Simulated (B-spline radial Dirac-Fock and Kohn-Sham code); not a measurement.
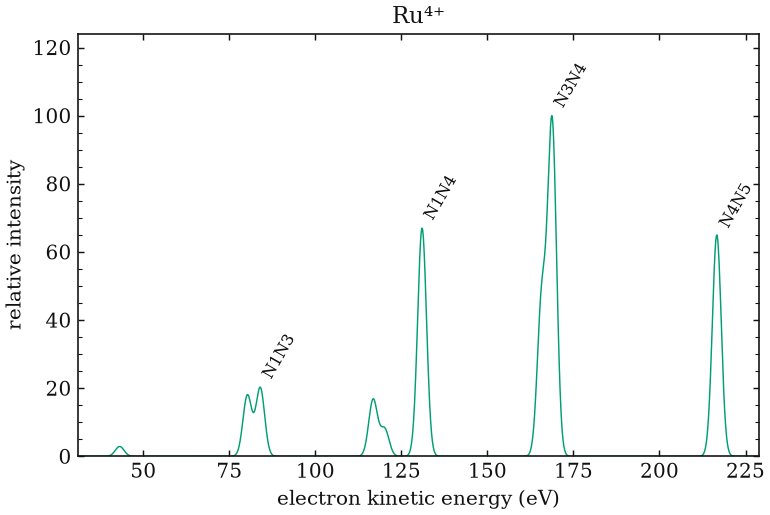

**Figure.** Auger groups that fill an M4 (3d3/2) hole, broadened by 3.0 eV full width. Kinetic energies count from the vacuum level; very weak lines are left out. The figure is for ruthenium in charge state +4 (Ru⁴⁺) ([Kr] 4d4). Level of theory: independent-particle Coulomb rates on relativistic LDA orbitals, configuration-average energies from Dirac–Fock; calculated with a B-spline radial atomic code.

Describe what the figure shows.

The strongest group is M4-N3N4 at 168.8 eV (27 % of the non-radiative width), followed by M4-N1N4 at 130.9 eV (17 %), M4-N4N5 at 216.8 eV (13 %), M4-N2N4 at 165.8 eV (12 %). The lines shown span 43.12 eV to 216.8 eV.
